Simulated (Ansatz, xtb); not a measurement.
Stretching the C3–H4 bond in CH6InN (SMILES [CH3][InH][NH2]) (multiplicity 1 held, fragments rigid). Energies count from the point at 1.090 Å.
Geometry at that point (charge 0, multiplicity 1):
```xyz
9

In    -0.1975    -0.1319    -0.1725
H     -1.3304    -1.0703    -1.0685
C      0.4797     1.9101    -0.4032
H      0.9544     2.0398    -1.3758
H      1.1964     2.1540     0.3793
H     -0.3653     2.5956    -0.3411
N      0.6517    -1.1288     1.3789
H      1.3346    -0.7311     2.0039
H      0.4492    -2.0850     1.6230
```

U- levels take the lowest unrestricted solution at each point, which mixes spins at long bonds. Active spaces are followed from a long bond inwards. Curves can end on different states.

Correlated levels freeze the cores. Filled d and f shells under p-block atoms count as core.

Run with Ansatz (a first-principles code) with Gaussian orbitals; xtb for the GFN methods.  In def2 rows elements past Kr take small-core potentials, without spin–orbit coupling. The GFN methods have no spin term and hold the electronic entropy of 300 K.

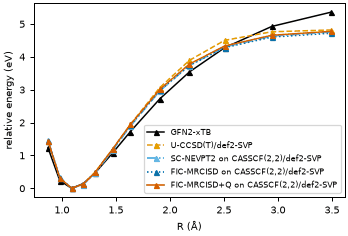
Figure. Relative energy along the coordinate

Doubts at one or more of the structures used: a spin-contaminated determinant (U-CCSD(T)/def2-SVP); T1 above 0.05 (U-CCSD(T)/def2-SVP).
